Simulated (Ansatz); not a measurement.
**One shape, several levels: AlSiH3OF2 (SMILES [F][Al]([F])[O][SiH3])**

Wanted: a comparison of 6 runs (HF/STO-3G, HF/def2-SVP, PBE0/def2-SVP, MP2/3-21G, CCSD/6-311G**, CCSD(T)/6-31G*) of AlSiH3OF2. 

Program for the calculation: Ansatz 0.2.0.

1 further run of the same task is left out (set aside as unsound or not needed).

### 1 Starting point

AlSiH3OF2 has 8 atoms, charge 0, and is taken as a singlet. SMILES: `[F][Al]([F])[O][SiH3]`. Geometry: relaxed at PBE0-D4/def2-TZVP.

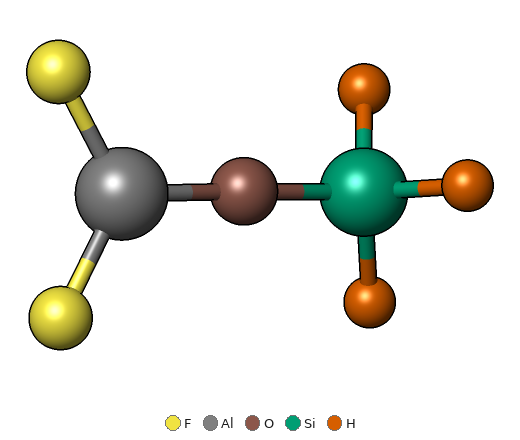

The structure, seen from a chosen angle (fluorine yellow, aluminium grey, oxygen brown, silicon teal, hydrogen orange).

### 2 Energy and gradient at HF/STO-3G (run 1)

Contents of in.yaml:

```yaml
crystal:
  periodic: [false, false, false]
  atoms:
    - {symbol: F, position_ang: [1.804800, -1.724100, 1.720400]}
    - {symbol: Al, position_ang: [0.792000, -1.595300, 0.444600]}
    - {symbol: F, position_ang: [0.487500, -2.943200, -0.427700]}
    - {symbol: O, position_ang: [0.097200, -0.144800, 0.048300]}
    - {symbol: Si, position_ang: [-0.610500, 1.263800, -0.365200]}
    - {symbol: H, position_ang: [-0.891200, 2.060200, 0.856600]}
    - {symbol: H, position_ang: [-1.885900, 0.995600, -1.077700]}
    - {symbol: H, position_ang: [0.298200, 2.030600, -1.255200]}
basis:
  gaussian:
    orbitals: STO-3G
magnetization:
  spin_polarized: false
  initial_magnetization: 0
hamiltonian:
  xc: hf
accuracy: high
output: {forces: true, orbitals: {seedname: orbitals}}
```

Run with:

```console
$ ansatz run in.yaml --threads 1 --pin off --max-ram 2610MiB --events-out events.jsonl --progress --plain --runs-dir runs
```

Log:

```text
Warning: RAYON_NUM_THREADS=1 ignored (pool sized by the plan → 1); use --threads N
Functional definition: HF
  name "HF"
  exchange = exact_x
  correlation = 0
706 factors; integrals over basis functions are off by at most 3.5e-8 eV
mean field evaluation 1: about -21668.1692 eV, gradient 3.1e1 eV
mean field evaluation 2: about -21668.2145 eV, gradient 3.1e1 eV
mean field evaluation 4: about -21671.8328 eV, gradient 1.5e0 eV
mean field evaluation 8: about -21671.8420 eV, gradient 2.9e-2 eV
mean field -21671.84197959 eV, -796.4255030477 hartree, gradient 1.0e-8 eV, S^2 0.000000; 0 other end points of the search recorded, 0 dependent functions left out
the calculation of the forces begins
reference -21671.84197959 eV, -796.4255030477 hartree; 28, 28 occupied and 8, 8 virtual orbitals, 706 factors
Total energy: -21671.84197959 eV, -796.4255030477 hartree
Atom 0 at     1.804800    -1.724100     1.720400 Å, force    -0.812717     0.170397    -1.001701 eV/Å
Atom 1 at     0.792000    -1.595300     0.444600 Å, force    -0.562664     1.138954    -0.325827 eV/Å
Atom 2 at     0.487500    -2.943200    -0.427700 Å, force     0.203012     1.108629     0.654013 eV/Å
Atom 3 at     0.097200    -0.144800     0.048300 Å, force     0.732218    -1.520228     0.425088 eV/Å
Atom 4 at    -0.610500     1.263800    -0.365200 Å, force    -0.082676     0.144814    -0.057863 eV/Å
Atom 5 at    -0.891200     2.060200     0.856600 Å, force     0.245091    -0.744409    -1.354046 eV/Å
Atom 6 at    -1.885900     0.995600    -1.077700 Å, force     1.318852     0.409171     0.735126 eV/Å
Atom 7 at     0.298200     2.030600    -1.255200 Å, force    -1.041116    -0.707328     0.925210 eV/Å
Dipole moment:    -0.074170     0.147775    -0.042698 e Å
```

Run time: 1.5 s. Hardware: 1 thread of Intel Xeon Platinum 8488C (Sapphire Rapids), shared host; peak memory 0.1 GiB.

### 3 Energy and gradient at HF/def2-SVP (run 2)

Changes to in.yaml since step 2:

```diff
@@ -1 +1,4 @@
+basis:
+  gaussian:
+    orbitals: def2-SVP
 crystal:
@@ -11,8 +14,2 @@
     - {symbol: H, position_ang: [0.298200, 2.030600, -1.255200]}
-basis:
-  gaussian:
-    orbitals: STO-3G
-magnetization:
-  spin_polarized: false
-  initial_magnetization: 0
 hamiltonian:
```

Run with:

```console
$ ansatz run in.yaml --threads 1 --pin off --max-ram 2610MiB --events-out events.jsonl --progress --plain --runs-dir runs
```

Log (excerpt; [...] marks lines left out):

```text
Warning: RAYON_NUM_THREADS=1 ignored (pool sized by the plan → 1); use --threads N
[... 2 set-up lines as earlier in the session ...]
[...]
1906 factors; integrals over basis functions are off by at most 3.6e-9 eV
[...]
mean field -21937.97624441 eV, -806.2057568878 hartree, gradient 1.4e-8 eV, S^2 0.000000; 0 other end points of the search recorded, 0 dependent functions left out
[...]
reference -21937.97624441 eV, -806.2057568878 hartree; 28, 28 occupied and 65, 65 virtual orbitals, 1906 factors
Total energy: -21937.97624441 eV, -806.2057568878 hartree
Atom 0 at     1.804800    -1.724100     1.720400 Å, force     0.038164    -0.029375     0.039333 eV/Å
Atom 1 at     0.792000    -1.595300     0.444600 Å, force     0.001685     0.007254     0.000856 eV/Å
Atom 2 at     0.487500    -2.943200    -0.427700 Å, force     0.004878    -0.058603    -0.014474 eV/Å
Atom 3 at     0.097200    -0.144800     0.048300 Å, force     0.135923    -0.302887     0.084045 eV/Å
Atom 4 at    -0.610500     1.263800    -0.365200 Å, force    -0.191894     0.403024    -0.112892 eV/Å
Atom 5 at    -0.891200     2.060200     0.856600 Å, force     0.007680    -0.039497    -0.113420 eV/Å
Atom 6 at    -1.885900     0.995600    -1.077700 Å, force     0.094658     0.050277     0.053874 eV/Å
Atom 7 at     0.298200     2.030600    -1.255200 Å, force    -0.091092    -0.030193     0.062678 eV/Å
Dipole moment:    -0.136358     0.273761    -0.077491 e Å
```

It took 4.2 s on 1 thread of Intel Xeon Platinum 8488C (Sapphire Rapids), shared host; peak memory 0.28 GiB.

Runs 3 to 5 aren't shown in full; the table further down has their settings and results.

### 4 Energy and gradient at CCSD(T)/6-31G(d) (spherical functions) (run 6)

Changes to in.yaml since step 3:

```diff
@@ -1,4 +1 @@
-basis:
-  gaussian:
-    orbitals: def2-SVP
 crystal:
@@ -14,5 +11,14 @@
     - {symbol: H, position_ang: [0.298200, 2.030600, -1.255200]}
-hamiltonian:
-  xc: hf
+basis:
+  gaussian:
+    orbitals: 6-31G_st_-spherical.json
+magnetization:
+  spin_polarized: false
+  initial_magnetization: 0
+correlation:
+  method: ccsd_t
+  frozen_orbitals: {Al: 5, F: 1, H: 0, O: 1, Si: 5}
 accuracy: high
+scf:
+  omitted_lower_state_checks: [cluster_reference, increment]
 output: {forces: true, orbitals: {seedname: orbitals}}
```

The basis set 6-31G* is read from a file made from the Basis Set Exchange's data (not shown).

Run with:

```console
$ ansatz run in.yaml --threads 1 --pin off --max-ram 2610MiB --events-out events.jsonl --progress --plain --runs-dir runs
```

Log (excerpt; [...] marks lines left out):

```text
Warning: RAYON_NUM_THREADS=1 ignored (pool sized by the plan → 1); use --threads N
[... 2 set-up lines as earlier in the session ...]
[...]
1790 factors; integrals over basis functions are off by at most 1.1e-8 eV
[...]
mean field -21947.56781053 eV, -806.5582404413 hartree, gradient 9.1e-8 eV, S^2 0.000000; 0 other end points of the search recorded, 0 dependent functions left out
13 core orbitals not correlated: weight in the atoms' cores, before any rotation towards them, 1.000 or more for the frozen orbitals, at most 0.000 for the correlated occupied ones
reference -21947.56781053 eV, -806.5582404413 hartree; 15, 15 occupied and 56, 56 virtual orbitals, 1790 factors
second order -17.61969525 eV of doubles, -0.00000000 eV of singles
cycle   1  -17.65488393 eV  change   -3.5e-2 eV  update   1.1e-1
[...]
cycle  19  -18.20347889 eV  change    2.4e-9 eV  update   2.3e-9
perturbative correction -0.31344819 eV, -0.0115190084 hartree
[...]
Total energy: -21966.08473761 eV, -807.2387249602 hartree
Atom 0 at     1.804800    -1.724100     1.720400 Å, force     0.340012    -0.062743     0.420742 eV/Å
Atom 1 at     0.792000    -1.595300     0.444600 Å, force     0.120554    -0.259095     0.067886 eV/Å
Atom 2 at     0.487500    -2.943200    -0.427700 Å, force    -0.086827    -0.459324    -0.275805 eV/Å
Atom 3 at     0.097200    -0.144800     0.048300 Å, force     0.024383    -0.016540     0.020871 eV/Å
Atom 4 at    -0.610500     1.263800    -0.365200 Å, force    -0.299944     0.606462    -0.178534 eV/Å
Atom 5 at    -0.891200     2.060200     0.856600 Å, force    -0.038512     0.086185     0.069808 eV/Å
Atom 6 at    -1.885900     0.995600    -1.077700 Å, force    -0.102456     0.018474    -0.054903 eV/Å
Atom 7 at     0.298200     2.030600    -1.255200 Å, force     0.042790     0.086581    -0.070065 eV/Å
Dipole moment:    -0.125976     0.255049    -0.072734 e Å
Checks for a lower state left out: cluster_reference, increment
```

Run time: 52 s. Hardware: 1 thread of Intel Xeon Platinum 8488C (Sapphire Rapids), shared host; peak memory 0.64 GiB.

### 5 All runs side by side

```
run                                 level  frozen core orbitals  energy (Eh)  dipole moment (D)  HOMO energy (eV)  LUMO energy (eV)  wall time
  1                             HF/STO-3G                     –  -796.425503               0.82             -8.22             10.40      1.5 s
  2                           HF/def2-SVP                     –  -806.205757               1.52            -12.69              1.94      4.2 s
  3                         PBE0/def2-SVP                     –  -807.974002               1.32             -9.05             -0.97      7.8 s
  4                             MP2/3-21G                    13  -802.685707               1.53            -12.43              2.62      2.8 s
  5                         CCSD/6-311G**                    13  -807.464175               1.47            -12.69              2.01    1.8 min
  6  CCSD(T)/6-31G* (spherical functions)                    13  -807.238725               1.41            -12.63              2.08       52 s
```

### 6 What came out

| quantity | value |
| --- | --- |
| run 6: total energy | -807.23872 Eh |
| run 6: dipole moment (correlated density) | 1.41 D |
| run 6: HOMO energy (Hartree–Fock orbitals) | -12.63 eV |
| run 6: LUMO energy (Hartree–Fock orbitals) | 2.08 eV |
| run 6: HOMO–LUMO gap (Hartree–Fock orbitals) | 14.71 eV |
| run 6: correlation energy (13 core orbitals frozen) | -680.5 mEh |
| run 6: (T) correction | -11.52 mEh |
| run 6: T1 diagnostic | 0.014 |
| run 6: largest force on an atom | 0.700 eV/Å |

The dipole moment (its size) runs from 0.82 D (HF/STO-3G) to 1.53 D (MP2/3-21G). The two ends differ in method and basis. Over runs 1, 2, 3 the HOMO–LUMO gap runs from 8.08 eV (PBE0/def2-SVP) to 18.61 eV (HF/STO-3G). In run 1 the basis is minimal, so the values are rough. All runs together took 3 min, the longest 1.8 min.
